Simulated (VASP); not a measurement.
# MoPbO4 (Wulfenite) with r2SCAN: from relaxation to properties, part 2 of 5

Aim: relax MoPbO4 (Wulfenite), then compute properties on the relaxed cell. The start is a cell from a database of measured crystal structures.

VASP 6.6.1; r2SCAN; plane waves and PAW (Mo_sv, Pb_d, O).

So far, gap on the k-mesh (eV): step 2 (relaxing cell and atoms (r2SCAN)) 3.03.

## (3) Single point with fields (r2SCAN)

The relaxed cell gets a fresh self-consistent run, on a basis set for its own volume, to fix the density and to check the remaining stress.

INCAR reads:

```
SYSTEM = MoPbO4
PREC = Accurate
ENCUT = 520
EDIFF = 1E-06
NELM = 100
ISMEAR = 0
SIGMA = 0.05
LREAL = .FALSE.
ALGO = Normal
METAGGA = R2SCAN
LASPH = .TRUE.
NBANDS = 64
LORBIT = 11
LWAVE = .FALSE.
LCHARG = .TRUE.
ISIF = 2
LELF = .TRUE.
LVHAR = .TRUE.
```

POSCAR reads:

```
MoPbO4
1.0
   -5.4603614014      0.0000001800      0.0000000000
    0.0000001800      5.4603614014      0.0000000000
    2.7301806107     -2.7301807907     -6.0222134900
Mo Pb O
2 2 8
Direct
    0.2500000000      0.7500000000      0.5000000000
    0.5000000000      0.5000000000      0.0000000000
    0.7500000000      0.2500000000      0.5000000000
    0.0000000000      0.0000000000      0.0000000000
    0.0980780785      0.6926512523      0.6631962779
    0.4426512523      0.8151181994      0.1631962779
    0.5651181994      0.9705450256      0.6631962779
    0.7205450256      0.3480780785      0.1631962779
    0.6519219215      0.5573487477      0.8368037221
    0.3073487477      0.4348818006      0.3368037221
    0.1848818006      0.2794549744      0.8368037221
    0.0294549744      0.9019219215      0.3368037221
```

KPOINTS reads:

```
Automatic mesh
0
Gamma
5 5 5
0 0 0
```

PAW data sets: Mo_sv, Pb_d and O (PBE family, release 64).

Command:

```bash
$ mpirun -np 8 vasp_std
```

The program printed:

```text
[banner, memory and clock lines left out]
running    8 mpi-ranks, on    1 nodes
 distrk:  each k-point on    8 cores,    1 groups
 distr:  one band on    1 cores,    8 groups

 POSCAR found type information on POSCAR MoPbO
 POSCAR found :  3 types and      12 ions
 [... a notice as in an earlier step ...]

 [... a notice as in an earlier step ...]

 LDA part: xc-table for (None), standard interpolation
 POSCAR, INCAR and KPOINTS ok, starting setup
 FFT: planning ... GRIDC
 FFT: planning ... GRID_SOFT
 FFT: planning ... GRID
 WAVECAR not read
 entering main loop
       N       E                     dE             d eps       ncg     rms          rms(c)
DAV:   1     0.130939487837E+04    0.13094E+04   -0.54987E+04  2744   0.183E+03
DAV:   2    -0.663978830774E+02   -0.13758E+04   -0.13114E+04  2968   0.539E+02
DAV:   3    -0.280115112901E+03   -0.21372E+03   -0.20702E+03  3368   0.225E+02
DAV:   4    -0.292548786387E+03   -0.12434E+02   -0.12356E+02  3608   0.585E+01
DAV:   5    -0.292942046703E+03   -0.39326E+00   -0.39239E+00  3656   0.951E+00    0.906E+01
DAV:   6    -0.236672453079E+03    0.56270E+02   -0.99467E+01  3640   0.592E+01    0.116E+01
DAV:   7    -0.236690895162E+03   -0.18442E-01   -0.20912E+01  3032   0.238E+01    0.175E+01
DAV:   8    -0.236284840366E+03    0.40605E+00   -0.20115E+00  3592   0.847E+00    0.556E+00
DAV:   9    -0.236366920174E+03   -0.82080E-01   -0.33251E-01  3120   0.332E+00    0.216E+00
DAV:  10    -0.236362770171E+03    0.41500E-02   -0.36206E-02  3848   0.119E+00    0.357E-01
DAV:  11    -0.236364713386E+03   -0.19432E-02   -0.41006E-03  3616   0.415E-01    0.160E-01
DAV:  12    -0.236364795373E+03   -0.81987E-04   -0.59357E-04  3512   0.146E-01    0.561E-02
DAV:  13    -0.236364773936E+03    0.21437E-04   -0.70969E-05  3904   0.498E-02    0.118E-02
DAV:  14    -0.236364774657E+03   -0.72084E-06   -0.86033E-06  3112   0.148E-02
   1 F= -.23636477E+03 E0= -.23636477E+03  d E =-.525687E-14
```

The job ended after 3.4 min (8 MPI ranks of Intel Xeon Platinum 8488C (Sapphire Rapids), shared host; peak memory 1.6 GiB).

OUTCAR, selected parts (step 3):

```text
  LATTYP: Found a body centered tetragonal cell.
 ALAT       =     5.4603614014
 C/A-ratio  =     2.2057930043

 Found     21 irreducible k-points:

   dimension x,y,z NGX =    42 NGY =   42 NGZ =   54
   dimension x,y,z NGXF=    84 NGYF=   84 NGZF=  108

   ENCUT  =  520.0 eV  38.22 Ry    6.18 a.u.  10.15 10.15 13.30*2*pi/ulx,y,z

   NELECT =     104.0000    total number of electrons

 E-fermi :   3.5617

 k-point     1 :       0.0000    0.0000    0.0000
  band No.  band energies     occupation
    ...
     48       2.0141      2.00000
     49       2.3616      2.00000
     50       2.4261      2.00000
     51       2.4261      2.00000
     52       2.5170      2.00000
     53       6.5767      0.00000
     54       6.9791      0.00000
     55       7.2662      0.00000
     56       7.4775      0.00000
     57       8.7335      0.00000
    ...

 k-point     2 :       0.2000    0.0000    0.0000
  band No.  band energies     occupation
    ...
     48       2.1334      2.00000
     49       2.2311      2.00000
     50       2.3154      2.00000
     51       2.3770      2.00000
     52       2.6459      2.00000
     53       6.6072      0.00000
     54       6.9676      0.00000
     55       7.1451      0.00000
     56       7.2118      0.00000
     57       8.3543      0.00000
    ...

  Total        0.0007047      0.0007047      0.0765796      0.0000007      0.0000000     -0.0000000
  in kB        0.0062878      0.0062878      0.6833208      0.0000058      0.0000000     -0.0000000
  external PRESSURE =       0.2319655 kB  Pullay stress =       0.0000000 kB

  energy-cutoff  :      520.00
  volume of cell :      179.56
      direct lattice vectors                 reciprocal lattice vectors
    -5.460361401  0.000000180  0.000000000    -0.183138061  0.000000006 -0.083025951
     0.000000180  5.460361401  0.000000000     0.000000006  0.183138061 -0.083025951
     2.730180611 -2.730180791 -6.022213490     0.000000000  0.000000000 -0.166051901

 POSITION                                       TOTAL-FORCE (eV/Angst)
 -----------------------------------------------------------------------------------
      0.00000      2.73018     -3.01111         0.000000     -0.000000      0.000000
     -2.73018      2.73018      0.00000         0.000000     -0.000000      0.000000
     -2.73018      0.00000     -3.01111         0.000000     -0.000000      0.000000
      0.00000      0.00000      0.00000         0.000000     -0.000000      0.000000
      1.27510      1.97148     -3.99391        -0.001388     -0.005100     -0.001460
     -1.97148      4.00528     -0.98280         0.005100     -0.001388     -0.001460
     -1.27510      3.48888     -3.99391         0.001388      0.005100     -0.001460
     -3.48888      1.45508     -0.98280        -0.005100      0.001388     -0.001460
     -1.27510      0.75870     -5.03941         0.001388      0.005100      0.001460
     -0.75870      1.45508     -2.02830        -0.005100      0.001388      0.001460
      1.27510     -0.75870     -5.03941        -0.001388     -0.005100      0.001460
      0.75870      4.00528     -2.02830         0.005100     -0.001388      0.001460
 -----------------------------------------------------------------------------------
    total drift:                               -0.000000     -0.000000      0.000000

  FREE ENERGIE OF THE ION-ELECTRON SYSTEM (eV)
  ---------------------------------------------------
  free  energy   TOTEN  =      -236.3647746571 eV

  energy  without entropy=     -236.3647746571  energy(sigma->0) =     -236.36477466

 total charge
# of ion       s       p       d       tot
------------------------------------------
    1        2.443   6.350   3.955  12.747
    2        2.443   6.350   3.955  12.747
    3        1.534   0.294   9.859  11.687
    4        1.534   0.294   9.859  11.687
    5        1.591   3.448   0.000   5.039
    6        1.591   3.448   0.000   5.039
    7        1.591   3.448   0.000   5.039
    8        1.591   3.448   0.000   5.039
    9        1.591   3.448   0.000   5.039
   10        1.591   3.448   0.000   5.039
   11        1.591   3.448   0.000   5.039
   12        1.591   3.448   0.000   5.039
--------------------------------------------------
tot         20.680  40.873  27.627  89.179

[... 3 parts as in an earlier step ...]

[... 7 further parts left out ...]
```

This step gave:

| Quantity | Value |
| --- | --- |
| SCF cycles | 14 |
| free energy (TOTEN) | -236.3648 eV |
| Fermi energy | 3.562 eV |
| pressure | 0.02320 GPa |
| least direct gap on the k-mesh | 3.186 eV |

Valence electrons inside each PAW sphere by angular momentum. Sphere charges, by row:

| atom | s (e) | p (e) | d (e) | tot (e) |
| --- | --- | --- | --- | --- |
| Mo1 | 2.443 | 6.35 | 3.955 | 12.75 |
| Mo2 | 2.443 | 6.35 | 3.955 | 12.75 |
| Pb3 | 1.534 | 0.294 | 9.859 | 11.69 |
| Pb4 | 1.534 | 0.294 | 9.859 | 11.69 |
| O5 | 1.591 | 3.448 | 0 | 5.039 |
| O6 | 1.591 | 3.448 | 0 | 5.039 |
| O7 | 1.591 | 3.448 | 0 | 5.039 |
| O8 | 1.591 | 3.448 | 0 | 5.039 |
| O9 | 1.591 | 3.448 | 0 | 5.039 |
| O10 | 1.591 | 3.448 | 0 | 5.039 |
| O11 | 1.591 | 3.448 | 0 | 5.039 |
| O12 | 1.591 | 3.448 | 0 | 5.039 |

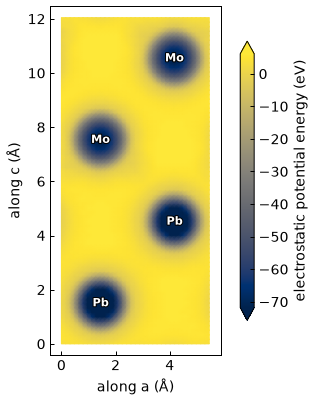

Electrostatic potential energy in the ac plane of the conventional cell at fractional y = 0.000, with atoms of Mo and Pb within 0.2 Å of it. With pseudopotentials it is smooth inside the atoms' cores, unlike the true potential. The map starts off the cell's origin, so that atoms lie inside it.

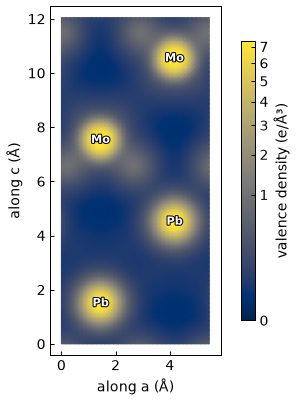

Valence density in the ac plane of the conventional cell at fractional y = 0.000, with atoms of Mo and Pb within 0.2 Å of it. It is the smooth field of the valence electrons, not physical close to the nuclei. The map starts off the cell's origin, so that atoms lie inside it. The colour scale is stretched toward low values.

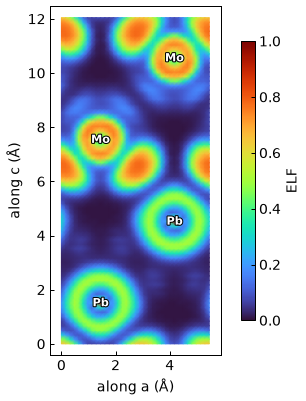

ELF in the ac plane of the conventional cell at fractional y = 0.000, with atoms of Mo and Pb within 0.2 Å of it. It is the smooth field of the valence electrons, not physical close to the nuclei. The map starts off the cell's origin, so that atoms lie inside it.

In this run the pressure is 0.02 GPa, small enough to go on.

## (4) Bands along the symmetry lines (r2SCAN)

The mesh alone shows little of the dispersion and can miss band extrema, so KPOINTS_OPT adds a path through the symmetry points after the self-consistent cycle.

Changes to INCAR since step 3:

```diff
@@ -11,8 +11,6 @@
 LASPH = .TRUE.
-NBANDS = 64
+NBANDS = 80
 LORBIT = 11
 LWAVE = .FALSE.
-LCHARG = .TRUE.
-ISIF = 2
-LELF = .TRUE.
-LVHAR = .TRUE.
+LCHARG = .FALSE.
+KPAR = 8
```

POSCAR is that of step 3.

KPOINTS is that of step 3.

KPOINTS_OPT reads:

```
Line mode
12
Line-mode
Reciprocal
  0.00000000   0.00000000   0.00000000 GAMMA
  0.50000000   0.50000000  -0.50000000 X

  0.50000000   0.50000000  -0.50000000 X
  0.60276388   0.39723612  -0.50000000 Y

  0.60276388   0.39723612  -0.50000000 Y
  0.60276388   0.00000000  -0.30138194 S

  0.60276388   0.00000000  -0.30138194 S
  0.00000000   0.00000000   0.00000000 GAMMA

  0.00000000   0.00000000   0.00000000 GAMMA
  0.00000000   0.00000000   0.50000000 Z

  0.00000000   0.00000000   0.50000000 Z
  0.39723612   0.00000000   0.30138194 S1

  0.39723612   0.00000000   0.30138194 S1
  0.50000000   0.00000000   0.00000000 N

  0.50000000   0.00000000   0.00000000 N
  0.50000000   0.50000000  -0.25000000 P

  0.50000000   0.50000000  -0.25000000 P
  0.39723612   0.39723612   0.10276388 Y1

  0.39723612   0.39723612   0.10276388 Y1
  0.00000000   0.00000000   0.50000000 Z

  0.50000000   0.50000000  -0.50000000 X
  0.50000000   0.50000000  -0.25000000 P
```

Command:

```bash
$ mpirun -np 8 vasp_std
```

The program printed:

```text
[banner, memory and clock lines left out]
running    8 mpi-ranks, on    1 nodes
 distrk:  each k-point on    1 cores,    8 groups
 distr:  one band on    1 cores,    1 groups

 POSCAR found type information on POSCAR MoPbO
 POSCAR found :  3 types and      12 ions
 [... a notice as in an earlier step ...]

 [... a notice as in an earlier step ...]

 LDA part: xc-table for (None), standard interpolation
 POSCAR, INCAR and KPOINTS ok, starting setup
 FFT: planning ... GRIDC
 FFT: planning ... GRID_SOFT
 FFT: planning ... GRID
 WAVECAR not read
 entering main loop
       N       E                     dE             d eps       ncg     rms          rms(c)
DAV:   1     0.126068597047E+04    0.12607E+04   -0.51883E+04  3384   0.146E+03
DAV:   2    -0.886707297927E+02   -0.13494E+04   -0.12354E+04  3624   0.447E+02
DAV:   3    -0.281642055924E+03   -0.19297E+03   -0.18271E+03  3640   0.180E+02
DAV:   4    -0.292569014094E+03   -0.10927E+02   -0.10753E+02  4192   0.459E+01
DAV:   5    -0.292937659138E+03   -0.36865E+00   -0.36794E+00  4104   0.890E+00    0.906E+01
DAV:   6    -0.237207188299E+03    0.55730E+02   -0.54448E+01  4152   0.473E+01    0.114E+01
DAV:   7    -0.236786439787E+03    0.42075E+00   -0.10914E+01  3688   0.187E+01    0.163E+01
DAV:   8    -0.236281105232E+03    0.50533E+00   -0.96139E-01  3760   0.589E+00    0.550E+00
DAV:   9    -0.236368653483E+03   -0.87548E-01   -0.26263E-01  3776   0.262E+00    0.211E+00
DAV:  10    -0.236363056956E+03    0.55965E-02   -0.20550E-02  3880   0.868E-01    0.228E-01
DAV:  11    -0.236364659052E+03   -0.16021E-02   -0.25916E-03  3824   0.280E-01    0.202E-01
DAV:  12    -0.236364774581E+03   -0.11553E-03   -0.40906E-04  4440   0.895E-02    0.633E-02
DAV:  13    -0.236364773080E+03    0.15011E-05   -0.45651E-05  4272   0.416E-02    0.121E-02
DAV:  14    -0.236364774975E+03   -0.18945E-05   -0.66779E-06  3472   0.141E-02    0.227E-03
DAV:  15    -0.236364775146E+03   -0.17157E-06   -0.54839E-07  2208   0.398E-03
   1 F= -.23636478E+03 E0= -.23636478E+03  d E =-.307552E-31
 Start KPOINTS_OPT (optional k-point list driver)
k-point batch [1-21\132]
       N       E                     dE             ncg
DAV:   1     0.841776921818E+04   -0.32533E+05     3384
DAV:   2    -0.192282584077E+05   -0.27646E+05     3640
DAV:   3    -0.231147204543E+05   -0.38865E+04     3608
DAV:   4    -0.233348588418E+05   -0.22014E+03     4024
DAV:   5    -0.233424512440E+05   -0.75924E+01     4192
DAV:   6    -0.233427615634E+05   -0.31032E+00     4400
DAV:   7    -0.233427728399E+05   -0.11277E-01     4552
DAV:   8    -0.233427729178E+05   -0.77902E-04     4224
DAV:   9    -0.233427729187E+05   -0.91158E-06     2472
[...]
k-point batch [127-132\132]
       N       E                     dE             ncg
DAV:   1     0.358397430083E+05   -0.13798E+05      968
DAV:   2     0.278265272852E+05   -0.80132E+04     1040
DAV:   3     0.267113103104E+05   -0.11152E+04     1048
DAV:   4     0.266487092368E+05   -0.62601E+02     1160
DAV:   5     0.266465512965E+05   -0.21579E+01     1200
DAV:   6     0.266464631129E+05   -0.88184E-01     1264
DAV:   7     0.266464603561E+05   -0.27568E-02     1280
DAV:   8     0.266464602899E+05   -0.66180E-04     1256
DAV:   9     0.266464602895E+05   -0.38302E-06      752
```

It took 15 min on 8 MPI ranks; peak memory 5.4 GiB.

OUTCAR, selected parts (step 4):

```text
 Found     21 irreducible k-points:

   k-points           NKPTS =     21   k-points in BZ     NKDIM =     21   number of bands    NBANDS=     80

   NELECT =     104.0000    total number of electrons

 E-fermi :   3.7121

 k-point     1 :       0.0000    0.0000    0.0000
  band No.  band energies     occupation
    ...
     48       2.0140      2.00000
     49       2.3615      2.00000
     50       2.4260      2.00000
     51       2.4260      2.00000
     52       2.5169      2.00000
     53       6.5766      0.00000
     54       6.9790      0.00000
     55       7.2661      0.00000
     56       7.4774      0.00000
     57       8.7334      0.00000
    ...

 k-point     2 :       0.2000    0.0000    0.0000
  band No.  band energies     occupation
    ...
     48       2.1333      2.00000
     49       2.2310      2.00000
     50       2.3153      2.00000
     51       2.3769      2.00000
     52       2.6458      2.00000
     53       6.6071      0.00000
     54       6.9675      0.00000
     55       7.1450      0.00000
     56       7.2117      0.00000
     57       8.3543      0.00000
    ...

  Total        0.0031621      0.0031621      0.0789060      0.0000006      0.0000000      0.0000000
  in kB        0.0282154      0.0282154      0.7040796      0.0000055      0.0000000      0.0000000
  external PRESSURE =       0.2535035 kB  Pullay stress =       0.0000000 kB

 POSITION                                       TOTAL-FORCE (eV/Angst)
 -----------------------------------------------------------------------------------
      0.00000      2.73018     -3.01111         0.000000      0.000000      0.000000
     -2.73018      2.73018      0.00000         0.000000      0.000000      0.000000
     -2.73018      0.00000     -3.01111         0.000000      0.000000      0.000000
      0.00000      0.00000      0.00000         0.000000      0.000000      0.000000
      1.27510      1.97148     -3.99391        -0.001332     -0.005032     -0.001497
     -1.97148      4.00528     -0.98280         0.005032     -0.001332     -0.001497
     -1.27510      3.48888     -3.99391         0.001332      0.005032     -0.001497
     -3.48888      1.45508     -0.98280        -0.005032      0.001332     -0.001497
     -1.27510      0.75870     -5.03941         0.001332      0.005032      0.001497
     -0.75870      1.45508     -2.02830        -0.005032      0.001332      0.001497
      1.27510     -0.75870     -5.03941        -0.001332     -0.005032      0.001497
      0.75870      4.00528     -2.02830         0.005032     -0.001332      0.001497
 -----------------------------------------------------------------------------------
    total drift:                               -0.000000     -0.000000      0.000000

  FREE ENERGIE OF THE ION-ELECTRON SYSTEM (eV)
  ---------------------------------------------------
  free  energy   TOTEN  =      -236.3647751461 eV

  energy  without entropy=     -236.3647751461  energy(sigma->0) =     -236.36477515

[... 10 parts as in an earlier step ...]

[... 4 further parts left out ...]
```

Spin-orbit coupling is off here; with elements this heavy it splits and shifts levels by tenths of an eV or more. The cell is typed on its shortest vectors, so the axes of tensors and the coordinates of k-points follow the printed cell and not the standard setting.

This step gave:

- SCF cycles: 15
- bands: 80
- Fermi energy: 3.712 eV
- pressure: 0.02535 GPa
- least gap on mesh and path: 2.971 eV
- least direct gap on mesh and path: 3.113 eV
- valence top at k: 0.3636, 0.3636, -0.3636
- conduction bottom at k: 0.4932, 0, -0.2466
- least direct gap at k: 0.4384, 0, -0.2192

Electronic bands along the path, in eV, zero at the valence-band top; v1 is the highest filled band, c1 the lowest empty one:

| point | v4 | v3 | v2 | v1 | c1 | c2 | c3 | c4 |
| --- | --- | --- | --- | --- | --- | --- | --- | --- |
| Γ | -0.95 | -0.89 | -0.89 | -0.79 | 3.27 | 3.67 | 3.96 | 4.17 |
| X | -1.27 | -1.27 | -0.17 | -0.17 | 3.58 | 3.58 | 3.84 | 3.84 |
| Y | -1.34 | -1.19 | -0.31 | -0.21 | 3.44 | 3.63 | 3.88 | 3.94 |
| S | -1.09 | -1.05 | -0.90 | -0.38 | 3.12 | 3.52 | 3.87 | 3.91 |
| Γ | -0.95 | -0.89 | -0.89 | -0.79 | 3.27 | 3.67 | 3.96 | 4.17 |
| Z | -1.14 | -1.14 | -0.96 | -0.96 | 3.79 | 3.79 | 3.91 | 3.91 |
| S1 | -1.09 | -1.05 | -0.90 | -0.38 | 3.12 | 3.52 | 3.87 | 3.91 |
| N | -1.19 | -1.19 | -0.81 | -0.19 | 2.97 | 3.55 | 3.82 | 3.87 |
| P | -1.27 | -1.27 | -0.17 | -0.17 | 3.59 | 3.59 | 3.84 | 3.84 |
| Y1 | -1.34 | -1.19 | -0.31 | -0.21 | 3.44 | 3.63 | 3.88 | 3.94 |
| Z | -1.14 | -1.14 | -0.96 | -0.96 | 3.79 | 3.79 | 3.91 | 3.91 |
| jump to X | -1.27 | -1.27 | -0.17 | -0.17 | 3.58 | 3.58 | 3.84 | 3.84 |
| P | -1.27 | -1.27 | -0.17 | -0.17 | 3.59 | 3.59 | 3.84 | 3.84 |

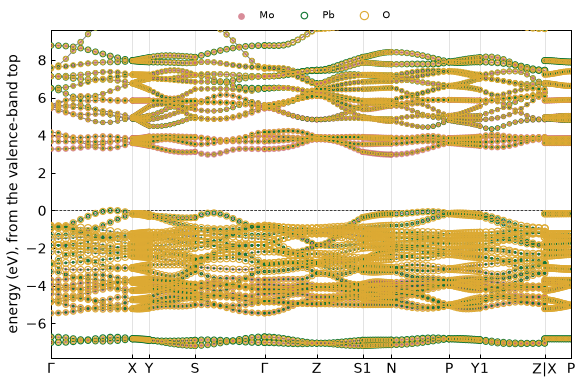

Electronic bands along the path; dots are coloured as in the legend, and their area grows with the weight.

The path lowers the gap by 0.06 eV against the mesh alone, so a band edge lies off the mesh.

(Part 2 of 5 ends here.)

[Lines on the potential files, build, host, timing and source positions are cut from VASP's logs without a mark.]

[Logs are printed without paths, hosts, clocks, repeated set-up lines and the standing remarks that a program may print on its own settings, such as how far it seeks lower states.]

[Hosts, paths, dates, database ids (printed as entryN), source tags and the programs' standing remarks are cut or masked in the printed files.]

[A measured line is paired with the nearest computed mode of its activity, which favours agreement.]
